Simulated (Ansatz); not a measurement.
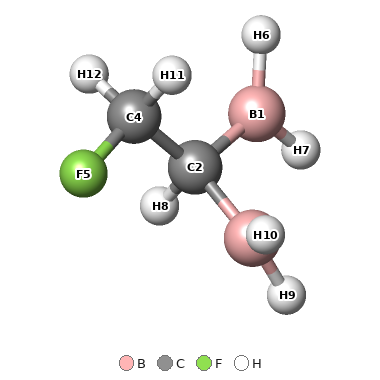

The system is C₂H₇B₂F, SMILES BC(B)CF; the picture shows the reference structure. Coordinates scanned: (1) dihedral H6–B1–C2–C4; (2) dihedral C4–C2–B3–H9. Nothing is relaxed (all other coordinates rigid). The grid has 10 × 10 points. Energies: kcal/mol, counted from the relaxed molecule at the same level. These are results of RKS r2SCAN-D4/def2-SVP in Ansatz, not measurements.

Its coordinates:

```xyz
12

B    -0.5607    0.7555    1.2324
C    -0.2591    0.1037   -0.1469
B     0.8878    0.9354   -0.8008
C    -0.0885   -1.3994   -0.1782
F     0.1715   -1.8233   -1.4746
H    -0.5316    0.0944    2.2462
H    -0.8327    1.9292    1.3036
H    -1.1606    0.4486   -0.7112
H     0.7014    2.0871   -1.1108
H     1.9798    0.4429   -0.9569
H     0.7619   -1.7004    0.4590
H    -0.9922   -1.9288    0.1722
```

Range: dihedral H6–B1–C2–C4 from −180 to 144°; dihedral C4–C2–B3–H9 from −180 to 144°.

What landscape does the calculation give?

Answer. The lowest grid point is at dihedral H6–B1–C2–C4 = 0°, dihedral C4–C2–B3–H9 = 144°, 0.8 kcal/mol from the relaxed molecule at the same level; the map holds 2 wells of about this depth. The bottom of the well lies between grid points, at about dihedral H6–B1–C2–C4 = 5°, dihedral C4–C2–B3–H9 = 160°, about 0.75 kcal/mol lower on the interpolated surface. There are further wells near dihedral H6–B1–C2–C4 = 0°, dihedral C4–C2–B3–H9 = −36° (0.15 kcal/mol above the lowest at that grid point); dihedral H6–B1–C2–C4 = −180°, dihedral C4–C2–B3–H9 = −36° (0.16 kcal/mol above the lowest at that grid point). The highest grid point, dihedral H6–B1–C2–C4 = 108°, dihedral C4–C2–B3–H9 = −108°, lies 15.8 kcal/mol above the lowest. On the interpolated surface the easiest way out of the lowest well to a well of about the same depth near dihedral H6–B1–C2–C4 = −180°, dihedral C4–C2–B3–H9 = 144° passes a barrier of about 8.9 kcal/mol, counted from the interpolated bottom of the well. Round the minimum the valley is somewhat tilted: raising dihedral H6–B1–C2–C4 shifts the best value of dihedral C4–C2–B3–H9 upwards (coupling k₁₂/√(k₁₁k₂₂) about −0.3).

| dihedral C4–C2–B3–H9 ↓, dihedral H6–B1–C2–C4 → | −180 | −144 | −108 | −72 | −36 | 0 | 36 | 72 | 108 | 144 |
| --- | --- | --- | --- | --- | --- | --- | --- | --- | --- | --- |
| 144 | 0.8 | 3.4 | 8.6 | 8.7 | 3.8 | 0.8 | 3.4 | 8.6 | 8.7 | 3.8 |
| 108 | 6.0 | 8.3 | 12.5 | 12.6 | 8.5 | 5.9 | 8.3 | 12.5 | 12.6 | 8.5 |
| 72 | 9.4 | 9.5 | 13.6 | 16.4 | 13.6 | 9.3 | 9.5 | 13.6 | 16.4 | 13.7 |
| 36 | 6.3 | 5.6 | 10.2 | 14.2 | 11.8 | 6.3 | 5.6 | 10.2 | 14.2 | 11.8 |
| 0 | 1.2 | 2.2 | 7.4 | 9.6 | 5.6 | 1.2 | 2.1 | 7.4 | 9.5 | 5.6 |
| −36 | 1.0 | 3.5 | 8.7 | 8.9 | 4.0 | 0.9 | 3.5 | 8.7 | 8.9 | 4.0 |
| −72 | 6.0 | 8.3 | 12.6 | 12.8 | 8.6 | 6.0 | 8.3 | 12.6 | 12.8 | 8.6 |
| −108 | 9.4 | 9.6 | 13.8 | 16.6 | 13.7 | 9.4 | 9.6 | 13.8 | 16.6 | 13.8 |
| −144 | 6.3 | 5.6 | 10.4 | 14.4 | 11.9 | 6.3 | 5.6 | 10.4 | 14.4 | 11.9 |
| −180 | 1.1 | 2.1 | 7.4 | 9.5 | 5.5 | 1.1 | 2.1 | 7.4 | 9.5 | 5.5 |

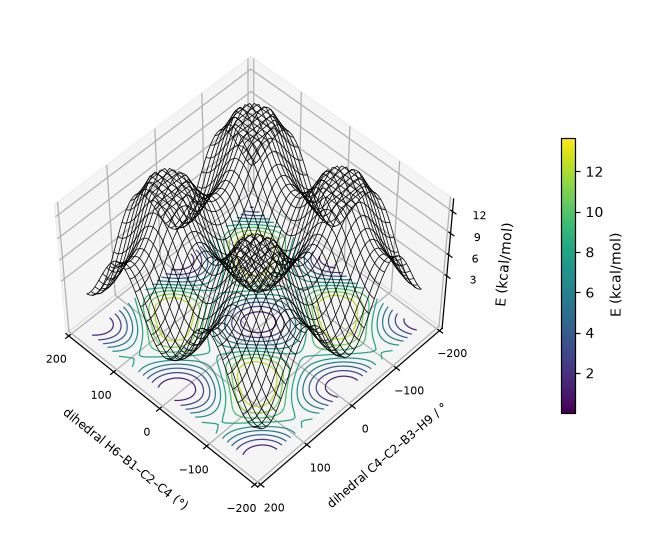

Drawn: a relief with its contours projected below, any walls above the top of the colour scale cut off. Between grid points the surface is interpolated.

Time for the 100 points that were run: 21 min on 1 thread of Arm Neoverse N1 (shared host).
